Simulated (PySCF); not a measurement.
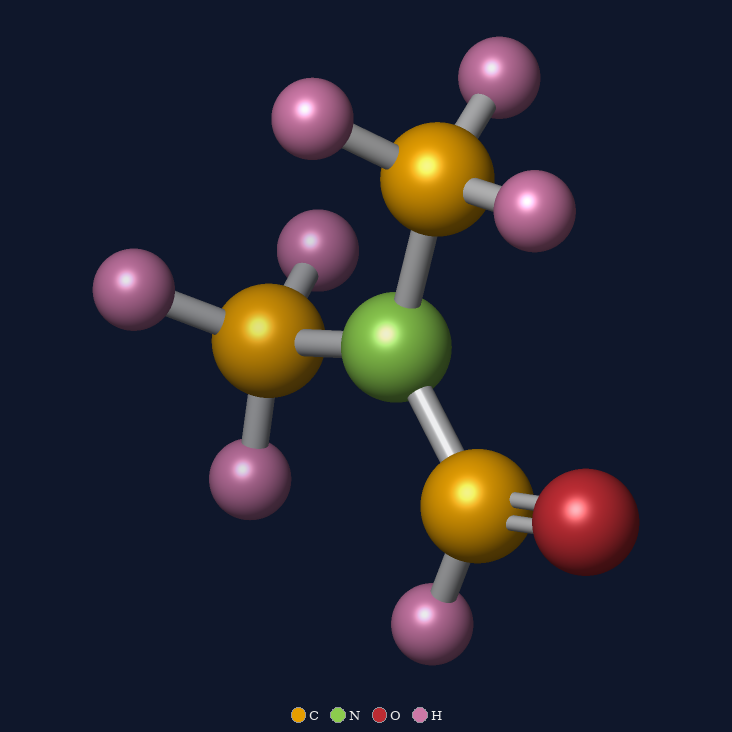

Ball-and-stick drawing of a structure. Double and triple bonds are drawn as two and three sticks.

What does the picture show?

It has 12 atoms: 3 carbon, 7 hydrogen, 1 nitrogen and 1 oxygen (C3H7NO). As SMILES it reads `CN(C)C=O`. It has no ring. Among its groups: amide. Coordination: 2 C tetrahedral; 1 N trigonal planar; 1 C trigonal planar.

The parts below concern this one geometry. Atoms keep their numbers from picture to picture. Computed geometry: PBE0-D3(BJ)/def2-SVP optimisation. No frequency run is at hand to confirm it as a minimum.

## Shape

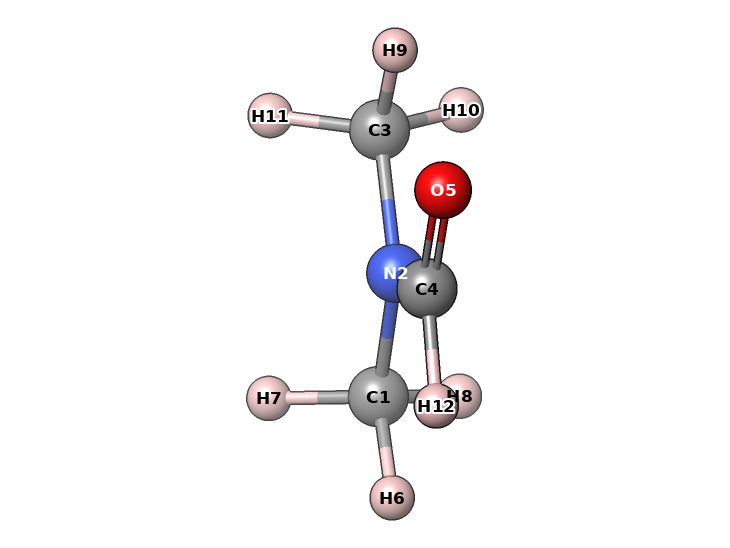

N2 lies behind C4. The molecule seen a little off the C4–N2 bond, C4 in front. Distant atoms are faded towards the background colour. No frequency run is at hand to confirm it as a minimum.

> What is the torsion angle O5–C4–N2–C1? The sign is positive where the front bond must turn clockwise to cover the back bond.

180°, antiperiplanar (anti).

## Levels of theory compared

No frequency run is at hand to confirm it as a minimum. Program: PySCF 2.14.0.

At this fixed geometry, give HOMO–LUMO gap (eV), HOMO energy (eV), dipole (D) at these levels: B97-2/pcSseg-2; BHandHLYP/pcSseg-2; CAM-B3LYP/pcSseg-2; LC-wPBE/pcSseg-2; PBE0/6-311+G(2d,p); PBE0/6-31G; PBE0/6-31G*; PBE0/STO-3G; PBE0/def2-SVP; PBE0/def2-TZVP; WP04/pcSseg-2; ωB97X-D/pcSseg-2.

```csv
level,HOMO–LUMO gap (eV),HOMO energy (eV),dipole (D)
B97-2/pcSseg-2,7.32,−6.92,3.98
BHandHLYP/pcSseg-2,9.19,−8.37,4.12
CAM-B3LYP/pcSseg-2,9.51,−8.51,4.08
LC-wPBE/pcSseg-2,11.93,−9.80,4.08
"PBE0/6-311+G(2d,p)",7.27,−7.15,4.04
PBE0/6-31G,7.83,−6.86,4.07
PBE0/6-31G*,8.03,−6.86,3.76
PBE0/STO-3G,8.24,−3.98,2.71
PBE0/def2-SVP,7.94,−6.99,3.80
PBE0/def2-TZVP,7.75,−7.13,3.93
WP04/pcSseg-2,6.68,−8.35,4.10
ωB97X-D/pcSseg-2,11.03,−8.99,4.05
```

## Bond orders

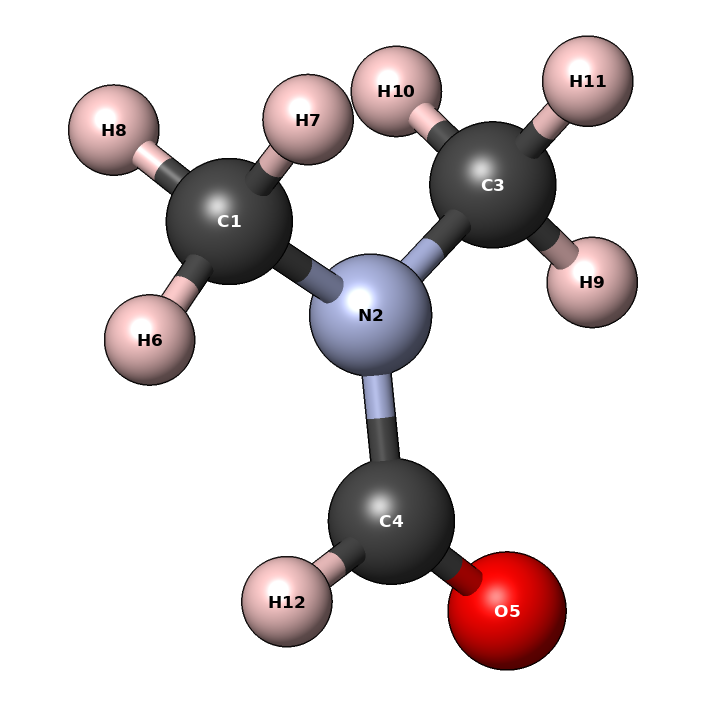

Every bond is drawn as one stick. No frequency run is at hand to confirm it as a minimum. Computed with PBE0/6-31G (PySCF 2.14.0).

List the Mayer bond orders of C1–N2, C1–H6, C1–H7, C1–H8, N2–C3, N2–C4, C3–H9, C3–H10, C3–H11, C4–O5, C4–H12. Atoms whose distances differ by more than 0.02 Å in this geometry are listed apart.

```csv
bond,Mayer order,length (Å)
C1–N2,0.87,1.435
C1–H6,0.94,1.100
C1–H7,0.93,1.104
C1–H8,0.93,1.104
N2–C3,0.86,1.439
N2–C4,1.02,1.360
C3–H9,0.92,1.098
C3–H10,0.93,1.104
C3–H11,0.93,1.104
C4–O5,1.80,1.209
C4–H12,0.88,1.118
```

## NMR shielding

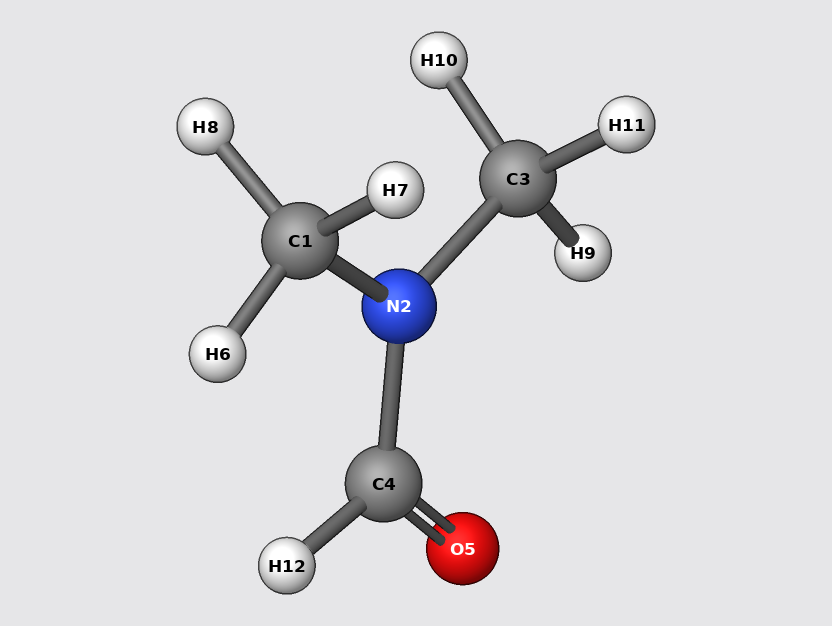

The questions are on isotropic NMR shieldings of the C atoms. No frequency run is at hand to confirm it as a minimum. Level of theory: GIAO BHandHLYP/pcSseg-2 NMR shielding, non-relativistic, gas phase (PySCF 2.14.0).

Give the isotropic NMR shieldings of the C atoms atom by atom.

| atom | σ (ppm) |
| --- | --- |
| C1 | 147.7 |
| C3 | 154.3 |
| C4 | 13.1 |

## Quadrupole coupling

No frequency run is at hand to confirm it as a minimum. Electric field gradients from the ground-state density, PBE0/6-311+G(2d,p) (PySCF 2.14.0), non-relativistic apart from any core potentials.

Give the largest field-gradient component, the quadrupole coupling constant and the asymmetry for 14N at N2 (Q = 20.44 mb), 17O at O5 (Q = −25.6 mb), 2H at H6 (Q = 2.86 mb), 2H at H7 (Q = 2.86 mb).

```
atom  V_zz (a.u.)  e²qQ/h (MHz)     η
  N2       −0.938         −4.51  0.12
  O5       −1.481          8.91  0.01
  H6        0.290         0.195  0.08
  H7        0.283         0.190  0.06
```
